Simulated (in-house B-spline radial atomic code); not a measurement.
Al⁶⁺ (Z = 13, 7 electrons) in the configuration [He] 2s2 2p3 (high spin). All runs are non-relativistic, spin-polarised and spherical, computed with an in-house B-spline radial code. Wanted, and plotted below: the eigenvalue (eV) of the 2s up orbital by 5 methods.

The deepest is M06-2X (−267.3) and the shallowest AM05 (−253.9), a spread of 13.4 eV. In order (eV): M06-2X (−267.3), B97-1 (−261.0), SCAN (−259.1), PBE (−254.8), AM05 (−253.9). On the whole, exact exchange removes self-interaction and deepens occupied levels.

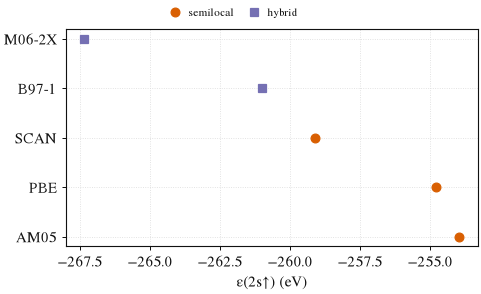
